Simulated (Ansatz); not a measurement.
# U-wB97X/STO-3G run of BH3O− (SMILES [BH2-]O)

Aim: the vertical ionisation energy of BH3O− at U-wB97X/STO-3G, from 2 runs. 

The calculation is run with Ansatz 0.2.0.

## 1. The structure to begin with

The species is BH3O− (5 atoms), typed as a doublet with charge -1. As SMILES, `[BH2-]O`. The shape comes from GFN2-xTB, which is rough for such elements, and wasn't checked as a minimum.

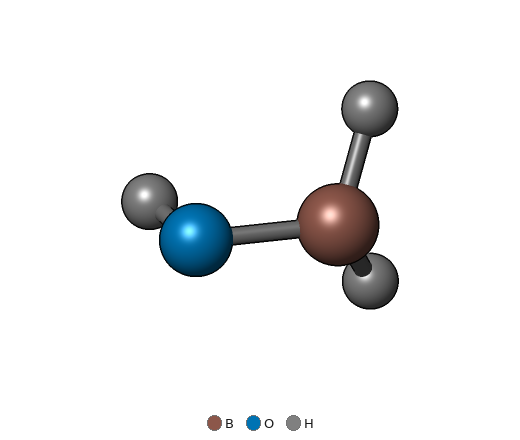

The structure, seen from a chosen angle (boron brown, oxygen blue, hydrogen grey).

## 2. A single-point energy at U-wB97X/STO-3G

run.yaml

```yaml
crystal:
  periodic: [false, false, false]
  atoms:
    - {symbol: B, position_ang: [-0.558550, -0.234200, 0.180320]}
    - {symbol: O, position_ang: [0.255120, 1.054670, 0.280220]}
    - {symbol: H, position_ang: [0.033680, -1.207330, 0.735040]}
    - {symbol: H, position_ang: [-0.823360, -0.530130, -1.022660]}
    - {symbol: H, position_ang: [1.093110, 0.916990, -0.172930]}
basis:
  gaussian:
    orbitals: STO-3G
total_charge: -1
magnetization:
  spin_polarized: true
  initial_magnetization: 1
hamiltonian:
  xc: {name: wB97X}
accuracy: high
```

On the command line:

```console
ansatz run run.yaml --threads 1 --pin off --max-ram 2610MiB --events-out events.jsonl --progress --plain --runs-dir runs
```

Output:

```text
Warning: RAYON_NUM_THREADS=1 ignored (pool sized by the plan → 1); use --threads N
Functional definition: wB97X
  name "wB97X"
  parameter omega = 0.3/bohr
  parameter cx = 0.157706
  parameter cx1 = 0.726479
  parameter cx2 = 1.04760
  parameter cx3 = -5.70635
  parameter cx4 = 13.2794
  parameter css1 = -4.33879
  parameter css2 = 18.2308
  parameter css3 = -31.7430
  parameter css4 = 17.2901
  parameter cos1 = 2.37031
  parameter cos2 = -11.3995
  parameter cos3 = 6.58405
  parameter cos4 = -3.78132
  exchange = spin_sum(e_x_unif_sr(omega)*poly(b97_u_x, 1 - cx, cx1, cx2, cx3, cx4)) + cx*exact_x_sr(omega)
      + exact_x_lr(omega)
  correlation = spin_sum(e_c_pw_same_spin*poly(b97_u_same, 1, css1, css2, css3, css4))
      + integral(e_c_pw_opposite_spin*poly(b97_u_opposite, 1, cos1, cos2, cos3, cos4))
208 factors; integrals over basis functions are off by at most 5.0e-8 eV
125 factors; integrals over basis functions are off by at most 1.1e-9 eV
mean field evaluation 1: about -2727.6293 eV, gradient 9.9e0 eV
mean field evaluation 2: about -2728.6187 eV, gradient 2.9e0 eV
mean field evaluation 4: about -2728.7099 eV, gradient 3.0e-1 eV
mean field evaluation 8: about -2728.6804 eV, gradient 5.1e-3 eV
mean field evaluation 16: about -2728.6804 eV, gradient 1.8e-6 eV
mean field -2728.68038503 eV, -100.2771545840 hartree, gradient 8.4e-8 eV, S^2 0.752625; 0 other end points of the search recorded, 0 dependent functions left out
reference -2728.68038368 eV, -100.2771545343 hartree; 9, 8 occupied and 4, 5 virtual orbitals, 208 factors
Total energy: -2728.68038368 eV, -100.2771545343 hartree
```

Run time: 6 s. Hardware: 1 thread of Arm Neoverse V1, shared host; peak memory 0.32 GiB.

## 3. Singlet neutral BH3O at the same level

run.yaml

```yaml
crystal:
  periodic: [false, false, false]
  atoms:
    - symbol: B
      position_ang: [-0.558550, -0.234200, 0.180320]
    - symbol: O
      position_ang: [0.255120, 1.054670, 0.280220]
    - symbol: H
      position_ang: [0.033680, -1.207330, 0.735040]
    - symbol: H
      position_ang: [-0.823360, -0.530130, -1.022660]
    - symbol: H
      position_ang: [1.093110, 0.916990, -0.172930]
basis:
  gaussian:
    orbitals: STO-3G
hamiltonian:
  xc: {name: wB97X}
accuracy: high
```

On the command line:

```console
ansatz run run.yaml --threads 1 --pin off --max-ram 2610MiB --events-out events.jsonl --progress --plain --runs-dir runs
```

Output, cut to the lines that bear on the results:

```text
Warning: RAYON_NUM_THREADS=1 ignored (pool sized by the plan → 1); use --threads N
[... 2 set-up lines as earlier in the session ...]
[...]
      + exact_x_lr(omega)
[...]
      + integral(e_c_pw_opposite_spin*poly(b97_u_opposite, 1, cos1, cos2, cos3, cos4))
208 factors; integrals over basis functions are off by at most 5.0e-8 eV
122 factors; integrals over basis functions are off by at most 1.2e-9 eV
[...]
mean field -2732.34478672 eV, -100.4118188620 hartree, gradient 1.4e-8 eV, S^2 0.000000; 0 other end points of the search recorded, 0 dependent functions left out
reference -2732.34478524 eV, -100.4118188077 hartree; 8, 8 occupied and 5, 5 virtual orbitals, 208 factors
Total energy: -2732.34478524 eV, -100.4118188077 hartree
```

Run time: 3.3 s. Hardware: 1 thread of Arm Neoverse V1, shared host; peak memory 0.19 GiB.

## 4. Summary of results

At U-wB97X/STO-3G:

| quantity | value |
| --- | --- |
| doublet BH3O−: total energy | -100.27715 Eh |
| doublet BH3O−: ⟨S²⟩ | 0.753 |
| singlet neutral BH3O: total energy | -100.41182 Eh |
| vertical ionisation energy (to the singlet neutral) | -3.664 eV |

**Reading.** The species is unbound against losing an electron at this level, by 3.66 eV (−85 kcal/mol); missing correlation or diffuse functions can give that sign where the real anion is bound.
